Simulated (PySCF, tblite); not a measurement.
**C₃H₅F₃OSSi: geometry, infrared bands and NMR shifts**

Aim: predict the infrared bands and NMR shifts of C₃H₅F₃OSSi (`FC(F)(F)S/C=C/O[SiH3]`).

Computed with tblite 0.8.0 and PySCF 2.14.0, with density-fitted response routines of our own, on a single molecule in the gas phase. Atoms are numbered from 0 throughout.

## (1) The molecule as given

14 atoms, charge 0, multiplicity 1; geometry from: force field or distance geometry start.

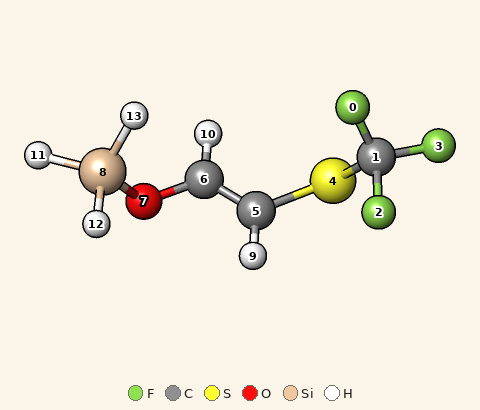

The starting geometry (fluorine green, carbon grey, sulfur yellow, oxygen red, silicon light orange, hydrogen white), atoms numbered; sticks join atoms by distance.

## (2) Geometry optimisation with GFN2-xTB

What the job is given:

```
{"job": {"kind": "relax", "xc": "GFN2-xTB", "basis": "xTB"}, "charge": 0, "multiplicity": 1}
F      2.328200     1.382700    -0.965000
C      2.893300     0.641700     0.001000
F      2.874600     1.299900     1.248300
F      4.235700     0.387700    -0.278900
S      2.127000    -0.963400     0.318900
C      0.479800    -0.797700     0.983500
C     -0.583400    -1.146400     0.286800
O     -1.873800    -1.038600     0.771900
Si    -2.869400     0.273600     0.301100
H      0.370400    -0.400200     1.990200
H     -0.455600    -1.553900    -0.728600
H     -4.175700    -0.280700    -0.103300
H     -3.084100     1.112500     1.510200
H     -2.267800     1.082400    -0.798000
```

Run with:

```sh
$ OMP_NUM_THREADS=1 python probes_run.py task.json out
```

This one command runs all jobs of the session in turn.

The log of the run:

```text
step      E/eV     max force
  0    -876.43165    2.313
  1    -876.69226    1.231
  2    -876.83994    1.866
  3    -876.90754    0.755
  4    -876.94571    0.341
  5    -876.95898    0.373
  6    -876.97724    0.383
  7    -876.99936    0.381
  8    -877.01714    0.315
  9    -877.02853    0.235
 10    -877.03747    0.248
 11    -877.04700    0.321
 12    -877.05942    0.427
 13    -877.07329    0.376
 14    -877.08476    0.257
 15    -877.09287    0.225
 16    -877.09936    0.205
 17    -877.10399    0.217
 18    -877.10684    0.146
 19    -877.10886    0.117
 20    -877.11103    0.143
 21    -877.11386    0.195
 22    -877.11692    0.191
 23    -877.11921    0.124
 24    -877.12073    0.122
 25    -877.12203    0.089
 26    -877.12309    0.108
 27    -877.12387    0.079
 28    -877.12445    0.058
 29    -877.12492    0.045
 30    -877.12535    0.064
 31    -877.12570    0.050
 32    -877.12593    0.037
 33    -877.12607    0.038
 34    -877.12623    0.037
 35    -877.12648    0.053
 36    -877.12691    0.060
 37    -877.12762    0.087
 38    -877.12865    0.108
 39    -877.13015    0.113
 40    -877.13250    0.140
 41    -877.13668    0.203
 42    -877.14107    0.419
 43    -877.14693    0.376
 44    -877.15517    0.259
 45    -877.16365    0.297
 46    -877.16629    0.474
 47    -877.17572    0.191
 48    -877.18176    0.189
 49    -877.18850    0.176
 50    -877.19528    0.156
 51    -877.19901    0.160
 52    -877.20277    0.167
 53    -877.20625    0.151
 54    -877.20925    0.122
 55    -877.21110    0.105
 56    -877.21213    0.080
 57    -877.21280    0.060
 58    -877.21351    0.076
 59    -877.21430    0.081
 60    -877.21503    0.054
 61    -877.21549    0.047
 62    -877.21575    0.037
 63    -877.21598    0.038
 64    -877.21631    0.049
 65    -877.21684    0.059
 66    -877.21752    0.060
 67    -877.21817    0.058
 68    -877.21873    0.062
 69    -877.21929    0.067
 70    -877.22006    0.075
 71    -877.22115    0.082
 72    -877.22242    0.082
 73    -877.22367    0.082
 74    -877.22493    0.095
 75    -877.22641    0.097
 76    -877.22836    0.146
 77    -877.23126    0.190
 78    -877.23522    0.202
 79    -877.23954    0.205
 80    -877.23484    0.563
 81    -877.24632    0.135
 82    -877.24871    0.118
 83    -877.25305    0.196
 84    -877.25512    0.127
 85    -877.25770    0.094
 86    -877.25998    0.101
 87    -877.26177    0.120
 88    -877.26371    0.116
 89    -877.26583    0.111
 90    -877.26707    0.098
 91    -877.26773    0.065
 92    -877.26805    0.062
 93    -877.26849    0.050
 94    -877.26886    0.042
 95    -877.26923    0.031
 96    -877.26944    0.032
 97    -877.26957    0.027
 98    -877.26970    0.026
 99    -877.26986    0.029
100    -877.26998    0.025
101    -877.27008    0.024
102    -877.27017    0.025
103    -877.27026    0.026
104    -877.27035    0.034
105    -877.27045    0.033
106    -877.27063    0.044
107    -877.27109    0.057
108    -877.27181    0.064
109    -877.27291    0.077
110    -877.27406    0.076
111    -877.27507    0.050
112    -877.27552    0.043
113    -877.27576    0.059
114    -877.27600    0.050
115    -877.27616    0.041
116    -877.27634    0.035
117    -877.27647    0.030
118    -877.27661    0.031
119    -877.27673    0.024
120    -877.27683    0.021
121    -877.27689    0.019
122    -877.27692    0.014
123    -877.27694    0.008
```

It took 1.6 s on 1 thread of Arm Neoverse N1, shared host.

Along the way: (not every step is listed)

```tsv
step	energy from step 0 (eV)	largest force (eV/Å)
0	0.0000	2.3134
1	-0.2606	1.2308
2	-0.4083	1.8665
3	-0.4759	0.7553
4	-0.5141	0.3413
5	-0.5273	0.3727
6	-0.5456	0.3829
7	-0.5677	0.3810
8	-0.5855	0.3152
19	-0.6772	0.1174
30	-0.6937	0.0635
41	-0.7050	0.2030
52	-0.7711	0.1673
63	-0.7843	0.0383
74	-0.7933	0.0953
85	-0.8261	0.0937
96	-0.8378	0.0318
107	-0.8394	0.0566
118	-0.8450	0.0306
119	-0.8451	0.0237
120	-0.8452	0.0205
121	-0.8452	0.0193
122	-0.8453	0.0139
123	-0.8453	0.0081
```

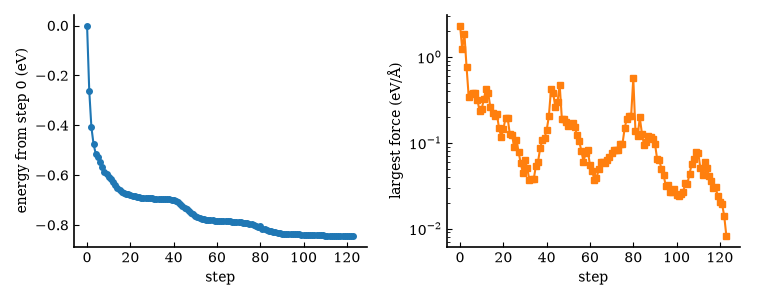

Energy and force, step by step.

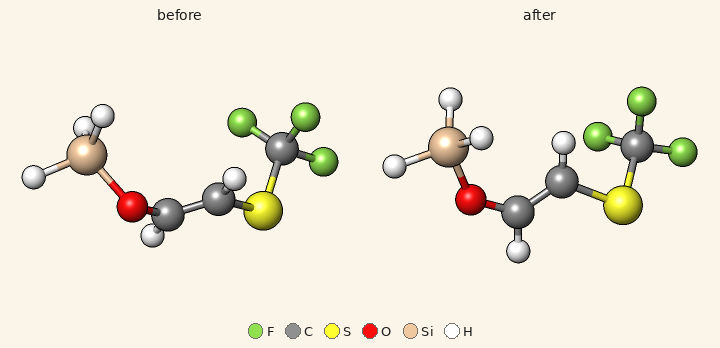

The geometry before (left) and after (right).

Close pairs (by a distance rule), those that changed most:

```tsv
bond	before (Å)	after (Å)	change (Å)
C1–F2	1.410	1.336	-0.074
O7–Si8	1.713	1.643	-0.070
C1–F3	1.395	1.326	-0.068
C6–O7	1.383	1.324	-0.058
Si8–H13	1.491	1.462	-0.030
Si8–H12	1.487	1.463	-0.025
C1–S4	1.807	1.831	+0.024
Si8–H11	1.476	1.452	-0.024
```

The next job starts from the end point, and lists it.

## (3) Harmonic vibrations with GFN2-xTB

What the job is given:

```
{"job": {"kind": "ir", "xc": "GFN2-xTB", "basis": "xTB"}, "charge": 0, "multiplicity": 1}
F      2.399611     0.876048    -1.042475
C      2.816915     0.526660     0.177020
F      2.515253     1.543949     0.988775
F      4.138014     0.417073     0.139915
S      2.047301    -1.037887     0.736979
C      0.371761    -0.491239     0.639307
C     -0.539187    -1.212059    -0.007450
O     -1.831987    -0.935818    -0.085525
Si    -2.762162     0.291707     0.486363
H      0.138528     0.411715     1.179917
H     -0.261585    -2.126064    -0.521790
H     -4.048933    -0.183400     0.010220
H     -2.652199     0.362144     1.943100
H     -2.332007     1.556698    -0.106475
```

The log of the run:

```text
mode    cm-1     km/mol
  1      30.5      0.69
  2      34.8      0.80
  3      50.7      0.29
  4     112.4      1.33
  5     119.4      0.21
  6     165.6      4.57
  7     244.6      1.50
  8     263.5      1.68
  9     291.6      3.21
 10     317.1      3.39
 11     435.6     21.50
 12     462.7      5.99
 13     474.9     14.44
 14     498.6      6.28
 15     597.7     76.62
 16     637.4     91.80
 17     673.3     36.29
 18     701.1      9.87
 19     729.7     94.61
 20     748.2    198.07
 21     795.0    259.52
 22     811.5    323.82
 23     851.0     14.83
 24     961.8     27.75
 25    1007.3    296.90
 26    1050.2    315.93
 27    1102.4    302.43
 28    1172.6     38.46
 29    1231.5    339.17
 30    1281.6     31.08
 31    1653.1    203.69
 32    2260.3    347.11
 33    2283.2    133.18
 34    2368.3    228.75
 35    3030.6     14.70
 36    3091.0     19.02
```

It took 0.9 s on 1 thread of Arm Neoverse N1, shared host.

The strongest bands and the atoms that carry them (share of the mass-weighted mode):

```tsv
cm⁻¹	km/mol	atoms
795	259.5	H12 39 %, H13 38 %, H11 17 %
812	323.8	H12 36 %, H13 35 %, H11 20 %
1007	296.9	C1 63 %, F2 16 %, F0 14 %
1050	315.9	C1 72 %, F0 15 %, F2 13 %
1102	302.4	C1 72 %, F3 25 %
1232	339.2	O7 46 %, C6 36 %, C5 12 %
2260	347.1	H12 64 %, H13 32 %
2368	228.8	H11 97 %
```

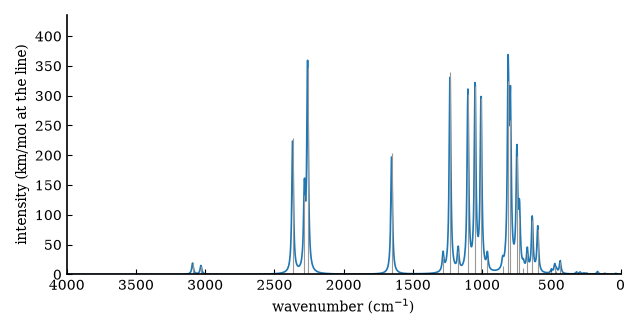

The infrared spectrum from these modes, unscaled. Lines are broadened to a width of 14 cm⁻¹ (Lorentzian).

## (4) Shielding tensors: PBE0/pcSseg-1

Same as in step 3 but for these lines:

```diff
@@ -1,2 +1,2 @@
-{"job": {"kind": "ir", "xc": "GFN2-xTB", "basis": "xTB"}, "charge": 0, "multiplicity": 1}
+{"job": {"kind": "nmr", "xc": "PBE0", "basis": "pcSseg-1"}, "charge": 0, "multiplicity": 1}
 F      2.399611     0.876048    -1.042475
```

Level: GIAO PBE0/pcSseg-1 NMR shielding, non-relativistic, gas phase.

The log of the run:

```text
coarse grid: 13952 points
cycle   1  E = -1178.6508219989  dE =  1.488e+00  |g| = 1.052e+00  |ddm| = 3.505e+00
cycle   2  E = -1178.3560750740  dE =  2.947e-01  |g| = 1.703e+00  |ddm| = 1.600e+00
cycle   3  E = -1178.8394079400  dE = -4.833e-01  |g| = 1.366e-01  |ddm| = 1.148e+00
cycle   4  E = -1178.8416177402  dE = -2.210e-03  |g| = 1.018e-01  |ddm| = 2.105e-01
cycle   5  E = -1178.8439590827  dE = -2.341e-03  |g| = 1.371e-02  |ddm| = 8.858e-02
cycle   6  E = -1178.8440026529  dE = -4.357e-05  |g| = 3.669e-03  |ddm| = 2.036e-02
cycle   7  E = -1178.8440053501  dE = -2.697e-06  |g| = 1.169e-03  |ddm| = 4.562e-03
final grid: 130176 points
cycle   8  E = -1178.9275656983  dE = -3.593e-05  |g| = 9.287e-03  |ddm| = 2.304e-02
cycle   9  E = -1178.9275448813  dE =  2.082e-05  |g| = 1.411e-02  |ddm| = 1.527e-02
cycle  10  E = -1178.9275810248  dE = -3.614e-05  |g| = 1.613e-03  |ddm| = 1.018e-02
cycle  11  E = -1178.9275816287  dE = -6.040e-07  |g| = 3.373e-04  |ddm| = 1.779e-03
cycle  12  E = -1178.9275816528  dE = -2.409e-08  |g| = 9.967e-05  |ddm| = 3.253e-04
cycle  13  E = -1178.9275816546  dE = -1.771e-09  |g| = 3.315e-05  |ddm| = 1.040e-04
cycle  14  E = -1178.9275816549  dE = -2.651e-10  |g| = 5.426e-06  |ddm| = 4.352e-05
converged SCF energy = -1178.9275816549

GIAO shielding tensors (ppm)
atom      isotropic    diamagn.    paramagn.     s11        s22        s33       span
  0 F      221.276     478.115    -256.839    141.393    201.732    320.703    179.310
  1 C       45.076     245.713    -200.637     30.407     47.659     57.163     26.755
  2 F      227.155     476.303    -249.148    147.123    204.912    329.429    182.306
  3 F      239.773     465.829    -226.056    163.689    228.615    327.015    163.326
  4 S      377.259    1054.568    -677.309    142.960    317.733    671.085    528.125
  5 C       86.671     263.675    -177.005      4.044    109.630    146.338    142.294
  6 C       27.082     250.559    -223.476    -79.719     58.593    102.372    182.091
  7 O      225.577     394.477    -168.900    115.918    213.827    346.984    231.066
  8 Si     388.292     879.842    -491.550    352.513    354.117    458.247    105.734
  9 H       26.288      35.153      -8.865     21.606     26.402     30.856      9.250
 10 H       24.652      30.435      -5.783     20.589     24.333     29.034      8.445
 11 H       26.787      28.566      -1.780     22.914     25.381     32.065      9.151
 12 H       26.623      29.365      -2.742     23.746     25.263     30.860      7.114
 13 H       26.638      30.468      -3.830     23.532     25.602     30.779      7.247
```

Run time: 56 s. Hardware: 1 thread of Arm Neoverse N1, shared host; peak memory 0.84 GiB.

The references, computed at this level on geometries of the same kind, shield at (ppm): ¹H TMS 31.72, ¹³C TMS 186.9, ²⁹Si TMS 349.2, ¹⁹F CFCl3 170.9, ¹⁷O H2O 336.1, ³³S CS2 504. Their shielding less the atom's gives the shift. The references are single molecules in the gas phase, so shifts against H2O, NH3, PH3, H3PO4 or CFCl3 are not on the usual liquid scales and can be off by tens of ppm. Atoms listed in one row are averaged.

```tsv
atoms	environment	σ (ppm)	δ (ppm)	δ scaled to CDCl3
C6	alkene carbon bearing oxygen	27.1	159.8	154.1
C1	CF3 carbon	45.1	141.8	132.1
C5	β carbon of an enol-ether or enamine type C=C	86.7	100.3	91.5
H10	hydrogen on an alkene carbon bearing oxygen	24.65	7.07	6.77
H9	hydrogen on a β carbon of an enol-ether or enamine type C=C	26.29	5.43	5.22
H11, H12, H13	hydrogen on a silicon bonded to O	26.68	5.03	–
F0, F2, F3	fluorine of an SCF3 group	229.4	-58.5	–
S4	sulfide sulfur	377	126	–
O7	oxygen bonded to C, Si	225.6	110.5	–
Si8	silicon bonded to O, 3 H	388.3	-39.1	–
```

The scaled column applies a straight-line fit of computed shieldings to shifts measured in CDCl3, with any fitted terms for Cl, Br or S neighbours, and one for carbons that bear F (root-mean-square error 0.16 ppm for H, 1.9 ppm for C).

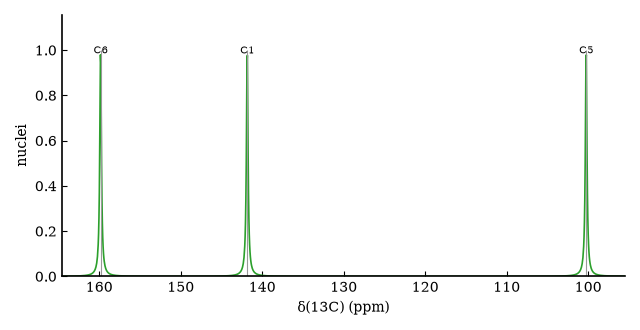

¹³C lines at the computed shifts, without couplings. Lines are broadened to a width of 0.24 ppm (Lorentzian).

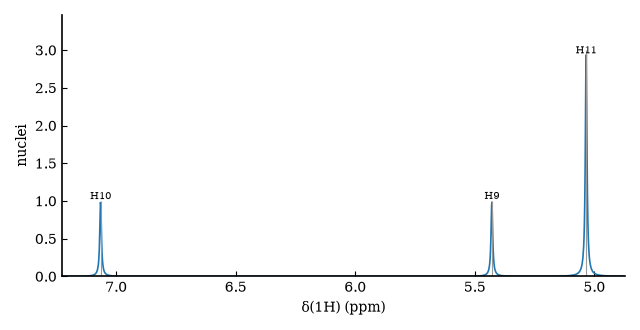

¹H lines at the computed shifts, without couplings. Lines are broadened to a width of 0.01 ppm (Lorentzian).

Charges from the same density, by scheme (e):

```tsv
atoms	Mulliken	IAO	Hirshfeld	ESP fit
F0, F2, F3	-0.25	-0.27	-0.09	-0.09
C1	0.68	0.70	0.24	0.24
S4	0.08	0.15	0.00	-0.08
C5	-0.43	-0.37	-0.12	-0.34
C6	0.31	0.09	0.04	0.28
O7	-0.58	-0.56	-0.18	-0.42
Si8	0.69	0.86	0.40	0.60
```

ESP fit charges:

F0 -0.12; C1 0.24; F2 -0.10; F3 -0.06; S4 -0.08; C5 -0.34; C6 0.28; O7 -0.42; Si8 0.60; H9 0.19; H10 0.10; H11 -0.09; H12 -0.10; H13 -0.10

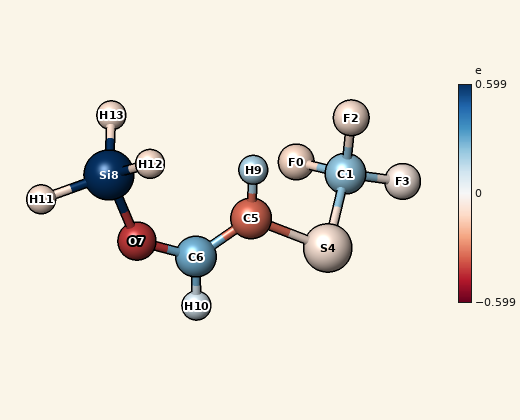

ESP fit charges, as colours on the atoms.

Mayer bond orders: F0–C1 1.01, C1–F2 0.99, C1–F3 1.03, C1–S4 0.99, S4–C5 1.01, C5–C6 1.78, C6–O7 1.02, O7–Si8 0.87.

## (5) Outcome

| quantity | value |
| --- | --- |
| strongest single infrared mode (GFN2-xTB) | 2260 cm⁻¹, 347 km/mol |
| zero-point energy (GFN2-xTB) | 46.5 kcal/mol |
| ¹³C shifts against TMS (PBE0/pcSseg-1) | 159.8, 141.8, 100.3 ppm |
| ¹H shifts against TMS (PBE0/pcSseg-1, means over atoms taken as alike) | 7.07, 5.43, 5.03 ppm |
| ¹⁹F shifts against CFCl3 (PBE0/pcSseg-1, means over atoms taken as alike) | -58.5 ppm |
| ³³S shifts against CS2 (PBE0/pcSseg-1) | 126 ppm |
| ¹⁷O shifts against H2O (PBE0/pcSseg-1) | 110.5 ppm |
| ²⁹Si shifts against TMS (PBE0/pcSseg-1) | -39.1 ppm |

In words: Over 123 steps the energy fell by 0.845 eV; of the close pairs, C1–F2 changed most, 1.410 to 1.336 Å. All 36 modes are real, so the xTB geometry is a minimum. The strongest single mode, at 2260 cm⁻¹, moves mainly H12 and H13. GFN2-xTB is a fitted tight-binding method: band positions and strengths are rough. Its intensities can rank the bands wrongly. The most deshielded carbon is C6 (alkene carbon bearing oxygen), at 159.8 ppm: an sp2 carbon further deshielded by the attached heteroatom. H10 (hydrogen on an alkene carbon bearing oxygen) lies farthest downfield among hydrogen, at 7.07 ppm; olefinic region. At PBE0/pcSseg-1: The widest tensor belongs to S4: span 528 ppm, with a paramagnetic part of -677 ppm.
